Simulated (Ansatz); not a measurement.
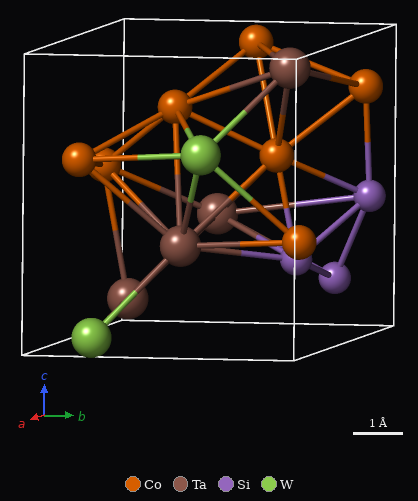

Starting frame of a dynamics run of an amorphous cell of composition Ta$_{4}$Co$_{7}$Si$_{3}$W$_{2}$ (16 atoms in the cell). The picture is a ball-and-stick view of the simulation cell, seen slightly off an axis. Bonds to atoms that aren't drawn are left out.

Theory: DFT PBE, scalar-relativistic, plane waves, PAW in Ansatz 0.2.0.

The input:
```yaml
crystal:
  lattice:
    - [5.85366, -0.015007, -0.072126]
    - [-0.015007, 6.047794, 0.087636]
    - [-0.072126, 0.087636, 6.314237]
  atoms:
    - { symbol: Co, position: [0.4607948241, 0.7334510897, 0.6138509699] }
    - { symbol: Co, position: [0.3296079353, 0.6063045529, 0.9724523404] }
    - { symbol: Co, position: [0.2468471988, 0.9804925559, 0.8225534492] }
    - { symbol: Co, position: [0.5291300794, 0.1232824712, 0.5796574612] }
    - { symbol: Co, position: [0.9356515016, 0.1812230746, 0.6445884288] }
    - { symbol: Co, position: [0.6319646849, 0.4209248289, 0.7890991174] }
    - { symbol: Co, position: [0.8072793211, 0.9457899752, 0.3695264206] }
    - { symbol: Ta, position: [0.7392021423, 0.4845609778, 0.3406187306] }
    - { symbol: Ta, position: [0.7249559193, 0.8762463857, 0.9366512356] }
    - { symbol: Ta, position: [0.4731141365, 0.1950680621, 0.1306721495] }
    - { symbol: Ta, position: [0.2240494995, 0.4311100462, 0.3873096973] }
    - { symbol: Si, position: [0.1940382252, 0.9785709177, 0.4531659408] }
    - { symbol: Si, position: [0.4435294148, 0.8016750352, 0.2682881402] }
    - { symbol: Si, position: [0.0995557235, 0.818570777, 0.1670922078] }
    - { symbol: W, position: [0.9849155669, 0.2501478609, 0.0608504329] }
    - { symbol: W, position: [0.9930022806, 0.6490680462, 0.6746731298] }
  symmetry: { detect: false }
basis:
  ecutwfc: 320
  xc_grid: 1
kpoints:
  mp_grid: { grid: [1, 1, 1], shift: [0.25, 0.25, 0.25] }
hamiltonian:
  xc: pbe
scf:
  occupations: { method: fermi_dirac, width: 0.2964 }
  lower_state_search: "off"
  convergence: { dr2_threshold: 1.0e-05 }
output:
  forces: true
  stress: true
md:
  timestep: 3.0
  n_steps: 24
  ensemble: nvt_langevin
  friction: 0.03
  temperature: 3440.0
  initial_velocities: maxwell_boltzmann
  seed: 60231
```

Launched with:
```bash
ansatz run input.yaml --threads 2 --pin off --max-ram 5120MiB --backend cpu --events-out ev --progress --plain --runs-dir out
```

Q: Predict how the run goes.

A: Over the second half the temperature averages 3307 K (spread ±253 K). The potential energy is still drifting at the end, so the run hasn't reached equilibrium. The potential energy in the second half lies on average 155 meV per atom above the first frame. The mean pressure there is 15.9 GPa. Root-mean-square distances from the starting positions over the second half, with the common drift of all atoms taken out: Ta 0.35 Å, Si 0.34 Å, Co 0.31 Å, W 0.24 Å. The run lasts only 72 fs, too short to tell vibration from diffusion.

Along the run (each row but the first and the last is the mean over the interval that it begins):

```
time (fs)  potential energy (meV/atom)  T (K)  p (GPa)
      0.0                          0.0   3225      7.1
      9.0                         45.5   3197     10.2
     18.0                        129.8   3219     14.2
     27.0                        194.2   3692     17.5
     36.0                        237.8   3057     18.3
     45.0                        199.8   3169     17.2
     54.0                        117.0   3513     14.7
     63.0                         82.6   3476     14.0
     72.0                         99.5   3347     14.9
```

The paths of the atoms:

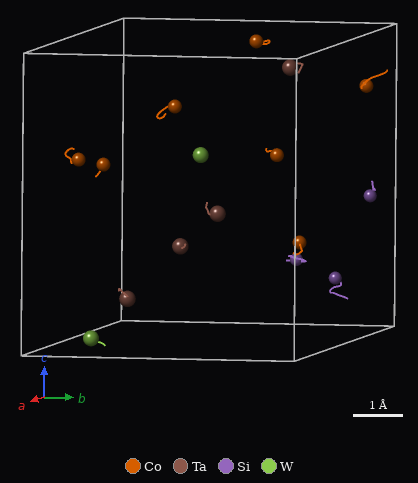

Limits of the set-up: the cutoff lies below the recommended one; the periodic images lie only 5.9 Å apart, so the values are limited by the cell's size.
